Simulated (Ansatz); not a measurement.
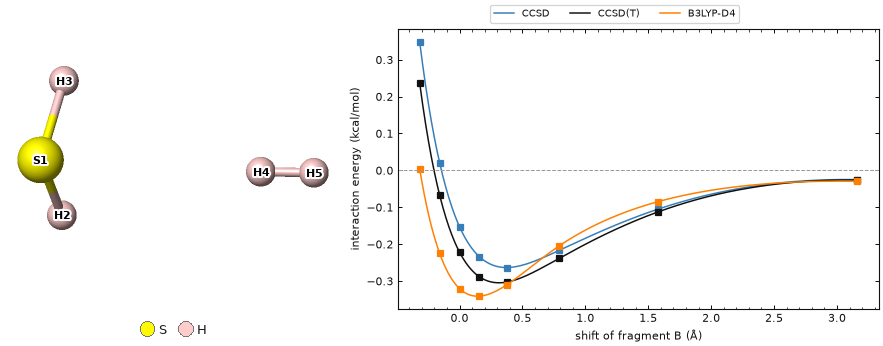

Interaction curve of the pair H₂S (A) and H₂ (B), SMILES S.[H][H], from the arrangement drawn (closest contact, H···H pairs aside, S1···H4 3.16 Å; others can bind more strongly), without the energy that it costs to deform the partners. The Ansatz code 0.2.0, def2-TZVPPD, cores frozen in correlated methods. Fragment B of a pair is moved rigidly from the minimum (PBE0-D4/def2-TZVP) along the line between the fragments' mean atom positions; interaction energies with counterpoise. Splines pass through the computed points, which are marked.

### Which curve follows CCSD(T) best, and which worst?

Best CCSD, worst B3LYP-D4; largest departures, offsets in depth included: CCSD 0.11, B3LYP-D4 0.23 kcal/mol. CCSD(T) is in the same finite basis, not at its limit.

### Give the values at the computed points.

In kcal/mol:
```tsv
shift of fragment B (Å)	CCSD	CCSD(T)	B3LYP-D4
−0.32	0.35	0.24	0.00
−0.16	0.02	−0.07	−0.22
0.00	−0.15	−0.22	−0.32
0.16	−0.23	−0.29	−0.34
0.38	−0.26	−0.30	−0.31
0.79	−0.22	−0.24	−0.21
1.58	−0.10	−0.11	−0.08
3.16	−0.02	−0.03	−0.03
```
